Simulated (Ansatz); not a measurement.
# Ni wire along [110], 35 atoms a period: bands along the axis

What gap, if any, does the Ni wire along [110], 35 atoms a period have, and how many channels would it open?

Main program and level: Ansatz 0.2.0; DFT PBE, plane waves, PAW; relaxation of a wire's period; PAW set soft_1, in the first sound run; inputs show where later runs differ.

**1. Starting point**

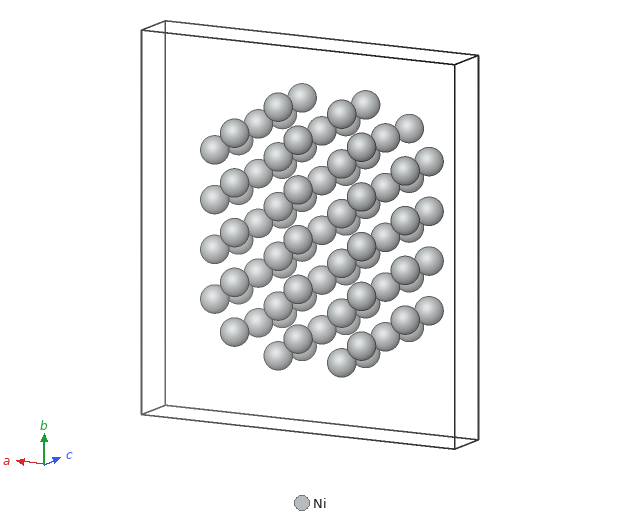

The cell as given, at a slant to the c axis (nickel light grey). 1×1×2 cells are drawn. Some periodic images of atoms are drawn too.

The cell holds 35 atoms: 35 Ni. Its edges and angles: a = 17.360 Å, b = 19.245 Å, c = 2.489 Å, α = 90.0°, β = 90.0°, γ = 90.0°. Vacuum lies along a and b. The structure's axis is c.

**2. Relaxation of atoms and period**

Band widths follow the bond lengths, so the wire is relaxed first. The atoms and the third cell vector are free; the box across stays fixed as vacuum. Moments are seeded so that a magnetic state can form if it lies lower. A Fermi-Dirac smearing is set since the result may be a metal. The pressure printed is a third of the stress's trace over the whole box, vacuum included; only the stress along the axis is relaxed.

Input file input.yaml:

```yaml
crystal:
  lattice:
    - [17.36, 0.0, 0.0]
    - [0.0, 19.245, 0.0]
    - [0.0, 0.0, 2.4890158698]
  atoms:
    - { symbol: Ni, position: [0.297235023, 0.62933518, 0.0], spin: 0.8 }
    - { symbol: Ni, position: [0.297235023, 0.500002062, 0.0], spin: 0.8 }
    - { symbol: Ni, position: [0.297235023, 0.758668299, 0.0], spin: 0.8 }
    - { symbol: Ni, position: [0.5, 0.62933518, 0.0], spin: 0.8 }
    - { symbol: Ni, position: [0.5, 0.500002062, 0.0], spin: 0.8 }
    - { symbol: Ni, position: [0.5, 0.758668299, 0.0], spin: 0.8 }
    - { symbol: Ni, position: [0.702764977, 0.62933518, 0.0], spin: 0.8 }
    - { symbol: Ni, position: [0.702764977, 0.500002062, 0.0], spin: 0.8 }
    - { symbol: Ni, position: [0.702764977, 0.758668299, 0.0], spin: 0.8 }
    - { symbol: Ni, position: [0.195852535, 0.306002383, 0.5], spin: 0.8 }
    - { symbol: Ni, position: [0.195852535, 0.435335502, 0.5], spin: 0.8 }
    - { symbol: Ni, position: [0.195852535, 0.564668621, 0.5], spin: 0.8 }
    - { symbol: Ni, position: [0.195852535, 0.69400174, 0.5], spin: 0.8 }
    - { symbol: Ni, position: [0.398617512, 0.176669265, 0.5], spin: 0.8 }
    - { symbol: Ni, position: [0.398617512, 0.306002383, 0.5], spin: 0.8 }
    - { symbol: Ni, position: [0.398617512, 0.435335502, 0.5], spin: 0.8 }
    - { symbol: Ni, position: [0.398617512, 0.564668621, 0.5], spin: 0.8 }
    - { symbol: Ni, position: [0.398617512, 0.69400174, 0.5], spin: 0.8 }
    - { symbol: Ni, position: [0.398617512, 0.823334858, 0.5], spin: 0.8 }
    - { symbol: Ni, position: [0.601382488, 0.176669265, 0.5], spin: 0.8 }
    - { symbol: Ni, position: [0.601382488, 0.306002383, 0.5], spin: 0.8 }
    - { symbol: Ni, position: [0.601382488, 0.435335502, 0.5], spin: 0.8 }
    - { symbol: Ni, position: [0.601382488, 0.564668621, 0.5], spin: 0.8 }
    - { symbol: Ni, position: [0.601382488, 0.69400174, 0.5], spin: 0.8 }
    - { symbol: Ni, position: [0.601382488, 0.823334858, 0.5], spin: 0.8 }
    - { symbol: Ni, position: [0.804147465, 0.306002383, 0.5], spin: 0.8 }
    - { symbol: Ni, position: [0.804147465, 0.435335502, 0.5], spin: 0.8 }
    - { symbol: Ni, position: [0.804147465, 0.564668621, 0.5], spin: 0.8 }
    - { symbol: Ni, position: [0.804147465, 0.69400174, 0.5], spin: 0.8 }
    - { symbol: Ni, position: [0.297235023, 0.370668943, 0.0], spin: 0.8 }
    - { symbol: Ni, position: [0.297235023, 0.241335824, 0.0], spin: 0.8 }
    - { symbol: Ni, position: [0.5, 0.370668943, 0.0], spin: 0.8 }
    - { symbol: Ni, position: [0.5, 0.241335824, 0.0], spin: 0.8 }
    - { symbol: Ni, position: [0.702764977, 0.370668943, 0.0], spin: 0.8 }
    - { symbol: Ni, position: [0.702764977, 0.241335824, 0.0], spin: 0.8 }
magnetization:
  spin_polarized: true
kpoints:
  mp_grid: { grid: [1, 1, 33] }
scf:
  occupations: { method: fermi_dirac, width: 0.05 }
hamiltonian:
  xc: pbe
  pseudopotentials: { kind: paw, azcp: { folder: soft_1 } }
relax:
  cell: { fix: [a, b, alpha, beta, gamma] }
  max_steps: 45
  f_tol: 0.03
```

Started as:

```bash
ansatz run input.yaml --threads 16 --pin off --max-ram 61440MiB --backend cuda --events-out ev --progress --plain --runs-dir out --max-vram 78GiB
```

Numbers of over 12 decimals in the logs are rounded to 6 here.

The program printed:

```text
Engine: ansatz 0.2.0, aarch64-unknown-linux-gnu
Pseudopotentials: kind: paw
Pseudopotential: Ni, paw, valence charge 18, recommended cutoff 420 eV (normal), soft_1/Ni.paw.azcp
Functional definition: PBE
  parameter kappa = 0.804
  parameter beta = 0.066725
  exchange = pbe_x(kappa = kappa, mu = beta*pi^2/3)
  correlation = pbe_c(beta = beta)
concurrent solve slots: 12 of 16 are kept, ahead of what memory takes: no pass of the eigensolver takes more rounds on 12
[...]
Crystal: 35 atoms, lattice volume = 831.563 Å³
Basis set: ecut = 420 eV, 16207 PW (Γ), exchange–correlation on 240×270×36 points (8 copies of the dense FFT grid, shifted against one another)
Bands: 395, of which v1, the nominal top of the filled ones, is band 315 counted from 1 (314 counted from 0)
Symmetry: 8 space group operations
Space group: Pmmm (ITA 47), of the structure as read, at distance tolerance 9.4e-5 Å
Magnetic group: BNS 47.249 (UNI 347), of the structure as read, at distance tolerance 9.4e-5 Å
k-points: 17 of 33
Non-local potential: Ni, projectors of the file, l = 0: 3, l = 1: 2, l = 2: 3, l = 3: 1
PAW form: soft (Blöchl's): semilocal exchange-correlation on the pseudo side does not see the compensation charge
PAW one-centre angular grid: Ni, 590 points (default); XC on 64 Gauss nodes
Initial density: superposition of atomic densities (neutral atoms: chi_scale 0, normalization atom)
Starting moments: Σ|m| = 28 μB on 35 of 35 sites
Initial wavefunctions: pseudopotential atomic-orbital guess
[...]
Functional: x = pbe(κ = 0.804, μ = 0.219515), c = pbe(β = 0.066725)
SCF iter   1: F=—  HF=-204345.666029 eV  |F-HF|=—  |Δ(HF+E_count)|=         —  Δρ=2.92e-2 (↑1.66e-2 ↓2.92e-2)  dr2=5.19e1  dr2_m=1.92e0  M=28.352 μB ∫|m|=29.714 μB  β_m=0.30  ethr=3.10e-3  ⟨swp⟩=7.3  Hψ=57787  notcnv=0  defer=754
Mixer restart at iter 1: flushing history
preconditioner: auto → LDOS  [metal: Δε(μ)=0.002 eV  Ē_g=7.117 eV  σ=0.050 eV  W_gap=0.01  n_scr=194 (ndim 8)  ℏωp=24.1 eV  f_vac=0.458  D(μ)=70.08/eV (n_scr^D=880)]
spin=Collinear: LDOS preconditioning applied to the charge; magnetization (m = ρ↑ − ρ↓) channel mixes plain (no charge-response kernel on spin).
SCF iter   2: F=—  HF=-204349.371004 eV  |F-HF|=—  |Δ(HF+E_count)|=    3.70e0  Δρ=2.07e-2 (↑2.07e-2 ↓1.02e-2)  dr2=6.92e0  dr2_m=9.31e-1  M=27.776 μB ∫|m|=29.697 μB  β_m=0.33  ethr=3.10e-3  ⟨swp⟩=2.4  Hψ=21787  notcnv=0  defer=1747
[...]
SCF iter  19: F=-204374.581681 eV  HF=-204374.581681 eV  |F-HF|=6.21e-8  |Δ(HF+E_count)|=   2.76e-9  Δρ=1.72e-6 (↑4.06e-7 ↓1.72e-6)  dr2=6.51e-8  dr2_m=3.71e-9  M=24.355 μB ∫|m|=27.722 μB  ethr=6.11e-12  ⟨swp⟩=2.0  Hψ=38172  notcnv=0
SCF 1 converged in 19 iterations: F = -204374.581681 eV  dr2 = 6.51e-8
  greatest PAW one-centre occupation: 1.001 electrons in one spin orbital (limit 2), on the Ni atom at site 24 (counted from 0), in its partial waves of l = 1
relax step   1: F+E_penalty+E_count = -204374.58168138 eV  Δ(F+E_penalty+E_count) = +0.000e0 eV  max|allowed force component| = 7.081e-1 eV/Å  Δτ_max = 0.0000 Å  P = -2.875 GPa  Ω = 831.563 Å³  fix = [a, b, alpha, beta, gamma]  reactions: a -2.458, b -2.675 GPa  (19 SCF iters, dr2 threshold 1.00e-7 eV, accepted)
concurrent solve slots: 12 of 16 are kept, ahead of what memory takes: no pass of the eigensolver takes more rounds on 12
[...]
Crystal: 35 atoms, lattice volume = 824.932 Å³
Basis set: ecut = 420 eV, 16047 PW (Γ), exchange–correlation on 240×270×36 points (8 copies of the dense FFT grid, shifted against one another)
[...]
Starting moments: Σ|m| = 28 μB on 35 of 35 sites; this step starts from the density that it was given
[...]
iter 1 solved again at ethr=5.42e-5 eV; its pass at ethr=3.10e-3 eV (dr2=3.41e-1 eV) is discarded
SCF iter   1: F=—  HF=-204374.938624 eV  |F-HF|=—  |Δ(HF+E_count)|=         —  Δρ=3.68e-3 (↑2.45e-3 ↓3.68e-3)  dr2=3.49e-1  dr2_m=2.71e-2  M=24.328 μB ∫|m|=27.619 μB  β_m=0.30  ethr=5.42e-5  ⟨swp⟩=4.0  Hψ=67693  notcnv=0  defer=1
preconditioner: auto → LDOS  [metal: Δε(μ)=0.000 eV  Ē_g=7.089 eV  σ=0.050 eV  W_gap=0.00  n_scr=194 (ndim 8)  ℏωp=24.2 eV  f_vac=0.480  D(μ)=63.59/eV (n_scr^D=788)]
[...]
SCF 2 converged in 12 iterations: F = -204374.929980 eV  dr2 = 1.75e-7
[...]
SCF 3 converged in 12 iterations: F = -204375.089302 eV  dr2 = 1.51e-6
[...]
SCF 4 converged in 12 iterations: F = -204375.097125 eV  dr2 = 8.96e-8
[...]
SCF 5 converged in 13 iterations: F = -204375.091910 eV  dr2 = 6.73e-11
[...]
SCF converged after 13 iterations
[...]
--- Relaxed structure (4 steps of the walk, 4 accepted, 1 SCFs on fresh bases) ---
  F+E_penalty+E_count = -204375.09191001 eV   max|allowed force component| = 1.937e-2 eV/Å   (the final SCF, on the basis selected at the relaxed cell)
  cell:  # Å, volume = 817.3049 Å³
    - [17.36, 0, 0]
    - [0, 19.245, 0]
    - [0, 0, 2.446338]
  atoms:
    - { symbol: Ni, position: [0.295810, 0.627511, -7.822271347031758e-19] }
    - { symbol: Ni, position: [0.296053, 0.500000, 0] }
    - { symbol: Ni, position: [0.295332, 0.756241, -1.0408583874746836e-18] }
    - { symbol: Ni, position: [0.5, 0.628668, -2.852674468679636e-19] }
    - { symbol: Ni, position: [0.5, 0.500000, 0] }
    - { symbol: Ni, position: [0.5, 0.760508, 7.905476762612747e-19] }
    - { symbol: Ni, position: [0.704190, 0.627511, -7.822271347031762e-19] }
    - { symbol: Ni, position: [0.703947, 0.500000, 0] }
    - { symbol: Ni, position: [0.704668, 0.756241, -1.0408583874746838e-18] }
    - { symbol: Ni, position: [0.199074, 0.309272, 0.5] }
    - { symbol: Ni, position: [0.196004, 0.436765, 0.5] }
    - { symbol: Ni, position: [0.196004, 0.563235, 0.5] }
    - { symbol: Ni, position: [0.199074, 0.690728, 0.5] }
    - { symbol: Ni, position: [0.396338, 0.183671, 0.5] }
    - { symbol: Ni, position: [0.398585, 0.307096, 0.5] }
    - { symbol: Ni, position: [0.398377, 0.435267, 0.5] }
    - { symbol: Ni, position: [0.398377, 0.564733, 0.5] }
    - { symbol: Ni, position: [0.398585, 0.692904, 0.5] }
    - { symbol: Ni, position: [0.396338, 0.816329, 0.5] }
    - { symbol: Ni, position: [0.603662, 0.183671, 0.5] }
    - { symbol: Ni, position: [0.601415, 0.307096, 0.5] }
    - { symbol: Ni, position: [0.601623, 0.435267, 0.5] }
    - { symbol: Ni, position: [0.601623, 0.564733, 0.5] }
    - { symbol: Ni, position: [0.601415, 0.692904, 0.5] }
    - { symbol: Ni, position: [0.603662, 0.816329, 0.5] }
    - { symbol: Ni, position: [0.800926, 0.309272, 0.5] }
    - { symbol: Ni, position: [0.803996, 0.436765, 0.5] }
    - { symbol: Ni, position: [0.803996, 0.563235, 0.5] }
    - { symbol: Ni, position: [0.800926, 0.690728, 0.5] }
    - { symbol: Ni, position: [0.295810, 0.372489, 7.822271347031762e-19] }
    - { symbol: Ni, position: [0.295332, 0.243759, 1.0408583874746838e-18] }
    - { symbol: Ni, position: [0.5, 0.371332, 2.852674468679636e-19] }
    - { symbol: Ni, position: [0.5, 0.239492, -7.905476762612747e-19] }
    - { symbol: Ni, position: [0.704190, 0.372489, 7.822271347031758e-19] }
    - { symbol: Ni, position: [0.704668, 0.243759, 1.0408583874746836e-18] }
```

Wall time 74 s (1 × NVIDIA GB200 with 16 threads of Arm Neoverse V2, shared host); peak memory 1.9 GiB; 11 min of CPU time.

The steps of the relaxation:

| step | energy less that of the first step (eV) | largest force component (eV/Å) | pressure (GPa) | volume (Å³) |
| --- | --- | --- | --- | --- |
| 1 | 0.0000 | 0.7081 | -2.87 | 831.56 |
| 2 | -0.3483 | 0.4331 | -1.46 | 824.93 |
| 3 | -0.5076 | 0.0882 | 0.31 | 816.60 |
| 4 | -0.5154 | 0.0194 | -0.01 | 817.30 |
| 5 | -0.5102 | 0.0194 | 0.00 | 817.30 |

The log counts 1 steps on a newly chosen plane-wave basis, not all of them marked here; energy and pressure can jump at such steps.

The run keeps the 8 symmetry operations that it works with, so distortions that break them were not tested.

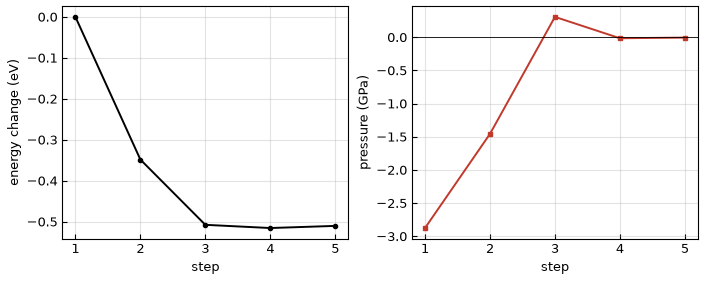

Energy and pressure along the relaxation.

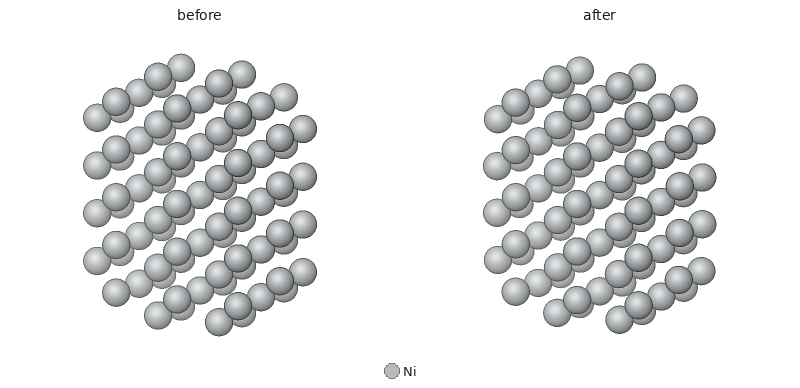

The structure before and after the relaxation, drawn at the same scale.

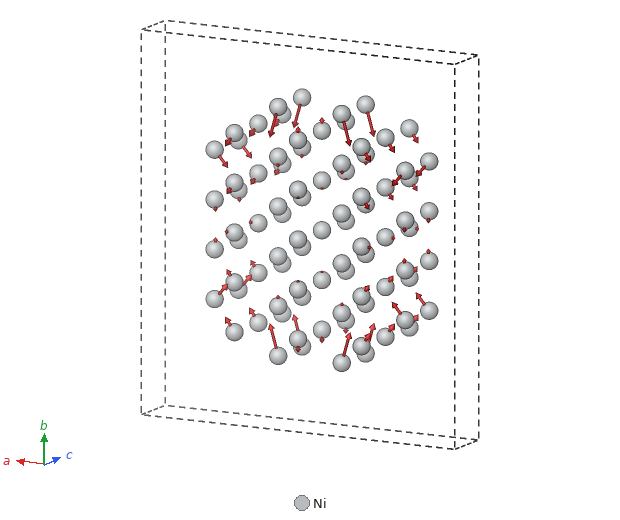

Displacements in the relaxation, exaggerated, measured against the changing cell; the longest in the cell stands for 0.14 Å. 1×1×2 cells are drawn. Some periodic images of atoms are drawn too.

| cell as run | before | after | change |
| --- | --- | --- | --- |
| c (Å) | 2.489 | 2.446 | -1.7 % |

The atoms that moved most (Å, along periodic axes as changes of fractional coordinates times the final cell, across vacuum about the mean position):

| atom | dx | dy | dz | length |
| --- | --- | --- | --- | --- |
| Ni14 | -0.040 | 0.135 | 0.000 | 0.140 |
| Ni20 | 0.040 | 0.135 | 0.000 | 0.140 |
| Ni19 | -0.040 | -0.135 | 0.000 | 0.140 |
| Ni25 | 0.040 | -0.135 | 0.000 | 0.140 |
| Ni10 | 0.056 | 0.063 | 0.000 | 0.084 |
| Ni26 | -0.056 | 0.063 | 0.000 | 0.084 |
| Ni13 | 0.056 | -0.063 | 0.000 | 0.084 |
| Ni29 | -0.056 | -0.063 | 0.000 | 0.084 |

This step gave:

* energy at zero smearing: -204374.8423 eV
* total moment: 24.09 μB
* absolute moment: 27.36 μB
* cell length along the wire: 2.446 Å

(Continued in part 2 of 2.)

[Logs are printed without paths, hosts, clocks, repeated set-up lines and the standing remarks that a program may print on its own settings, such as how far it seeks lower states.]

[Hosts, paths, dates, database ids (printed as entryN), source tags and the programs' standing remarks are cut or masked in the printed files.]
